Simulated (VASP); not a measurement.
Band structure of BAs (space group F-43m). Calculation: PBE GGA, VASP's PBE PAW potentials (set 64) (plane waves; VASP).

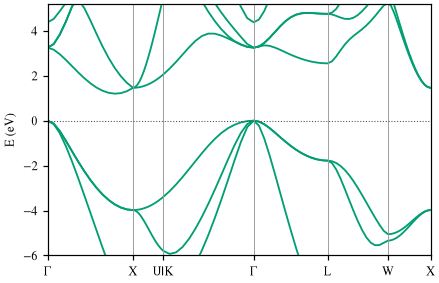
*Bands along high-symmetry lines, zero at the valence-band maximum or, without a gap, the Fermi level*

**Question.** Read the plot: is there a gap, and where are the band edges?

**Answer.** The gap is indirect, 1.20 eV, from the valence maximum at Γ to the conduction minimum at Γ-X at 0.79. (Edges off the drawn lines would not show.)

The structure comes from a computed database's BAs entry (F-43m); how it stands against other phases isn't given here. It was relaxed first.
